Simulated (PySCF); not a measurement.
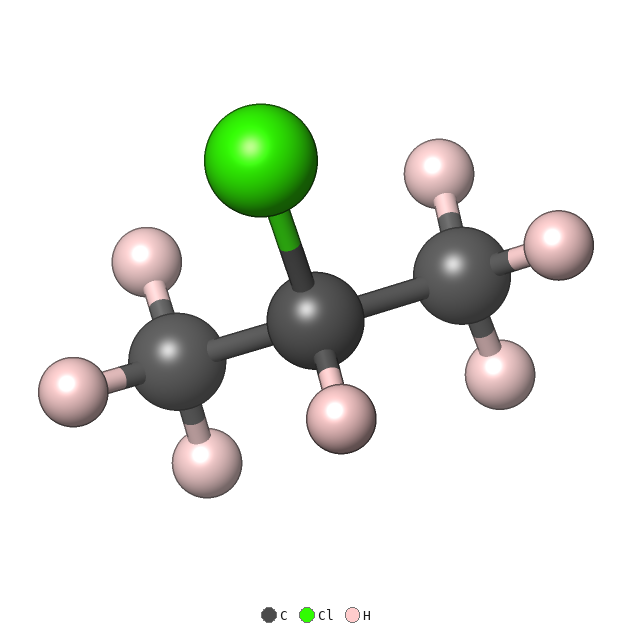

The picture shows a molecular structure as a ball-and-stick model. Every bond is drawn as one stick, whatever its order.

The geometry was computed by an optimisation with PBE0-D3(BJ)/def2-SVP. No frequency run is at hand to confirm it as a minimum.

Count the atoms of each element.

C3H7Cl, 11 atoms: 3 carbon, 7 hydrogen and 1 chlorine.

Name functional groups in it.

Among them: C–Cl bond.

What is its SMILES?

CC(C)Cl

More results for the same structure follow; atom numbers are the same in all pictures, views and colours differ.

**Symmetry**

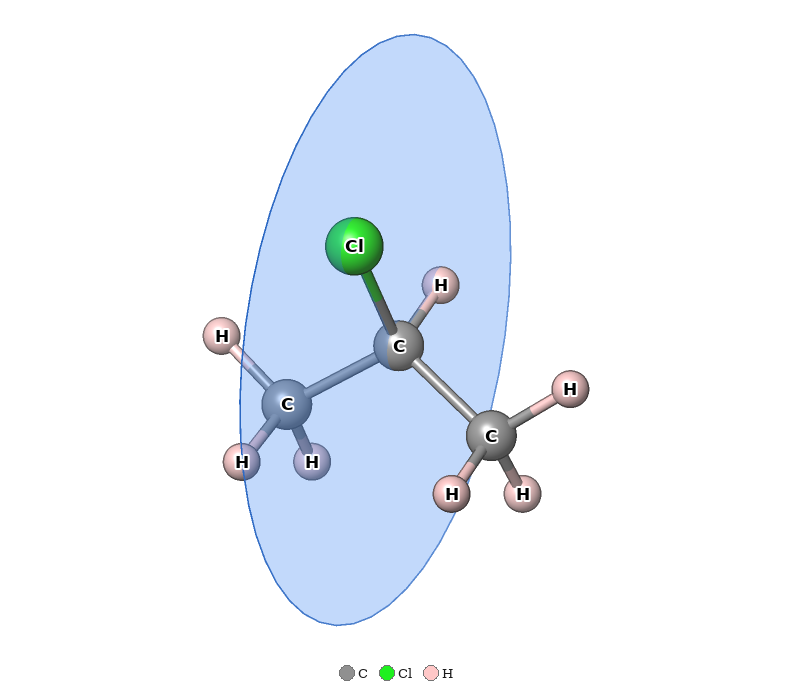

All proper rotation axes (lines) and mirror planes (discs) of the structure are drawn in. Depth is shown by fading: the farther an atom, the more it takes the colour of the background. No frequency run is at hand to confirm it as a minimum.

Name the symmetry elements and the point group.

It has 1 mirror plane. Point group Cs. The group has 2 operations. The geometry is achiral, and symmetry allows a dipole moment.

**Core levels**

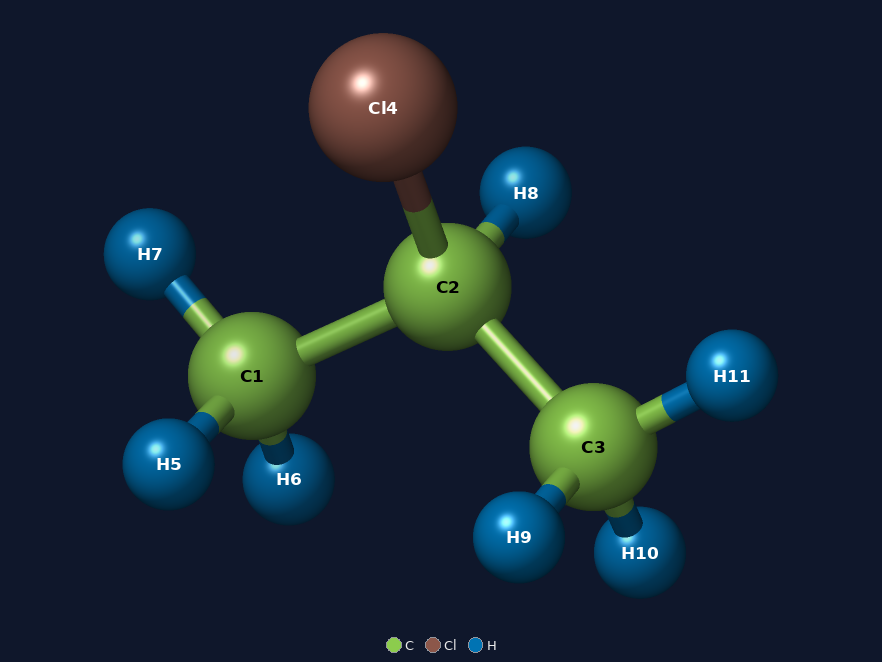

No frequency run is at hand to confirm it as a minimum. Method: delta-SCF UKS SCAN, pcX-2 on the ionised atom, pcseg-1 elsewhere, spin-free X2C (PySCF 2.14.0).

Give the core-electron binding energies (to vacuum; p and d levels without spin–orbit splitting) of C1 1s, C2 1s, Cl4 1s, Cl4 2p.

```json
{"atom": "C1", "level": "1s", "binding energy (eV)": "291.1"}
{"atom": "C2", "level": "1s", "binding energy (eV)": "292.4"}
{"atom": "Cl4", "level": "1s", "binding energy (eV)": "2828.2"}
{"atom": "Cl4", "level": "2p", "binding energy (eV)": "206.1"}
```

**Excitation**

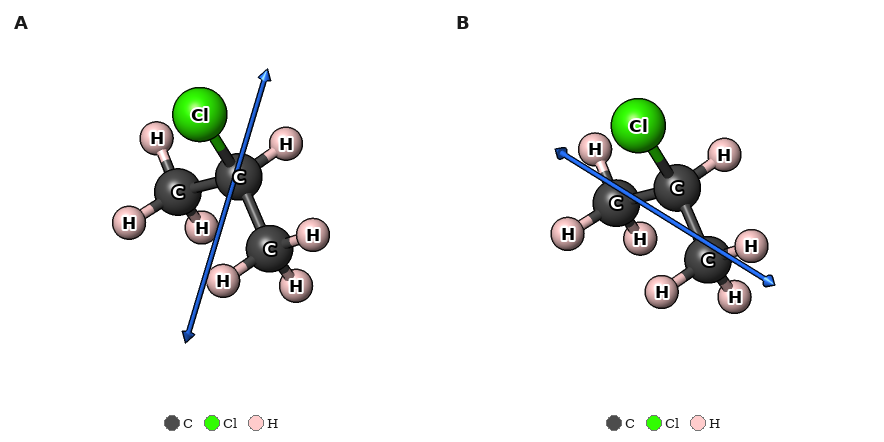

The double arrows show the directions of two transition dipoles from the ground state (lengths mean nothing). No frequency run is at hand to confirm it as a minimum. Method: TDDFT CAM-B3LYP/def2-SVPD, vertical, gas phase, core orbitals frozen in the response (PySCF 2.14.0).

One belongs to singlet state 3 and one to singlet state 4. Which is which?

A: state 3, 8.19 eV (151 nm), oscillator strength 0.042, mainly HOMO → LUMO (weight 0.78).
B: state 4, 8.22 eV (151 nm), oscillator strength 0.059, mainly HOMO−1 → LUMO (weight 0.79).

**NMR shielding**

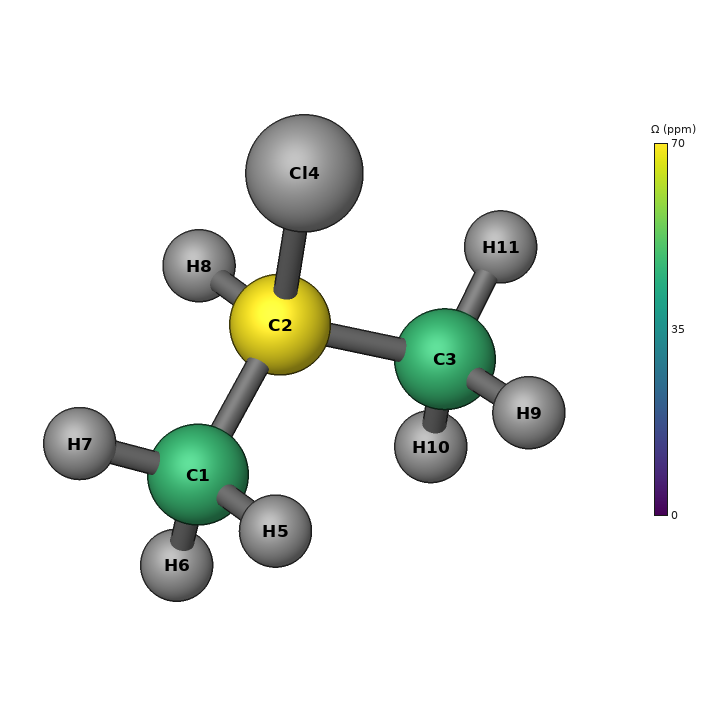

The C atoms are coloured by the span of their shielding tensor. No frequency run is at hand to confirm it as a minimum. Method: GIAO PBE0/pcSseg-2 NMR shielding, non-relativistic, gas phase (PySCF 2.14.0). Principal shieldings σ11 ≤ σ22 ≤ σ33, span Ω = σ33 − σ11, skew κ = 3(σiso − σ22)/Ω.

Which C atom has the most anisotropic shielding?

C2, with a span of 70 ppm.

Give the shielding tensors of the C atoms.

```csv
atom,σ11,σ22,σ33,σiso,Ω,κ
"C1, C3",134.7,146.9,182.4,154.7,47.7,0.49
C2,91.4,118.0,161.1,123.5,69.7,0.24
```

Shieldings and span in ppm.
